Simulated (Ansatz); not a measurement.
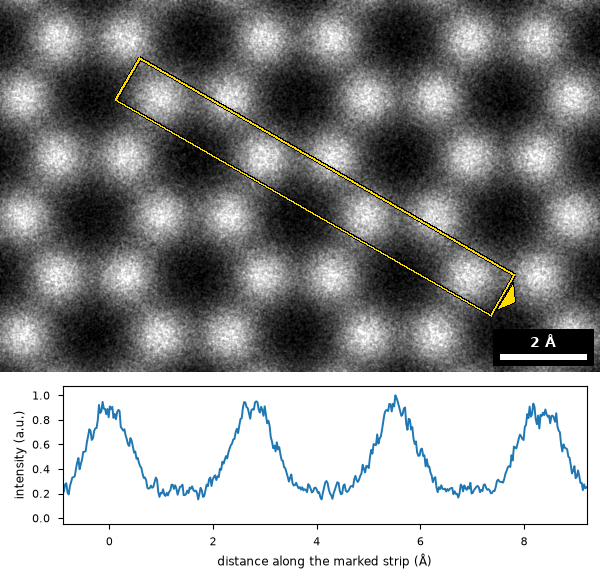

Integrated-DPC-like image of Re (P6_3/mmc, No. 194) along [001]. Simulated as the projected potential of neutral atoms (B = 0.5 Å²) blurred by a 0.86 Å probe, the thin-sample limit of integrated differential phase contrast. Shot noise was added. Structure used: the geometry relaxed with DFT, PAW plane waves, pbe (Ansatz); the starting structure was generated, so it need not be a known form of this composition.

```
CELL_PARAMETERS angstrom
2.77348 0.00000 0.00000
-1.38674 2.40190 0.00000
0.00000 0.00000 4.48421
ATOMIC_POSITIONS crystal
Re 0.33333 0.66667 0.75000
Re 0.66667 0.33333 0.25000
```

The curve is the intensity along the marked strip, in the direction of its arrowhead, with zero distance at the first column. Brightness is counted from the darkest point of the image.

### Assign the peaks of the line profile.

```csv
position (Å),atoms per repeat along the beam,height (% of the highest)
0.0,1 Re,100
2.8,1 Re,100
5.5,1 Re,100
8.3,1 Re,100
```
